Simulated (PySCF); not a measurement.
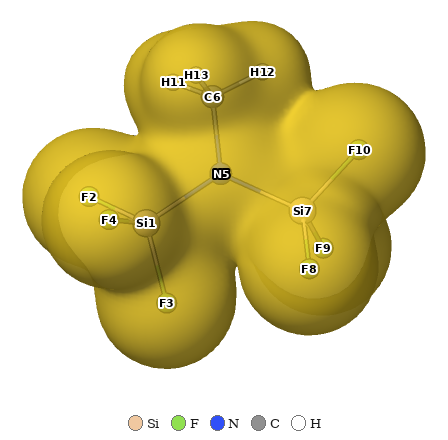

Figure. CH3F6NSi2 ((F3Si)2NMe). Isosurface of the electron density at 0.05 e/Å³ (yellow), seen across its widest extent.

Geometry: PBE0-D3(BJ)/def2-SVP.

The calculation used wB97X-D/def2-SVPD, SCF density, gas phase in PySCF 2.14.0.

The calculation's input:

```
{"job": {"kind": "uv", "xc": "wB97X-D", "basis": "def2-SVPD", "ip": false, "nstates": 10}, "charge": 0, "multiplicity": 1}
Si    -1.502123     0.618424    -0.297594
F     -2.412698     0.670557     1.014194
F     -1.258420     2.092465    -0.859162
F     -2.340090    -0.201193    -1.382917
N      0.013941    -0.071851     0.062407
C      0.028641    -1.303340     0.873929
Si     1.472137     0.599766    -0.518511
F      1.361106     0.970602    -2.067102
F      1.921665     1.929686     0.241511
F      2.633968    -0.478606    -0.309978
H     -0.603402    -1.184083     1.765816
H      1.049702    -1.528253     1.205691
H     -0.333798    -2.166254     0.293907
```

Command:

```sh
OMP_NUM_THREADS=1 python probes_run.py task.json out
```

Which contacts does the surface bridge?

Answer. At this value the surface is in one piece. It bridges the sampled C–N (1.47 Å), Si–F (1.60 Å), Si–N (1.70 Å) and C–H (1.10 Å) contacts, where the density stays above the isovalue. On the grid the lowest density along these lines, outside the cores, is 1.6 e/Å³ (C–N, 1.47 Å), 0.91 e/Å³ (Si–F, 1.60 Å), 0.99 e/Å³ (Si–N, 1.70 Å) and 1.9 e/Å³ (C–H, 1.10 Å).
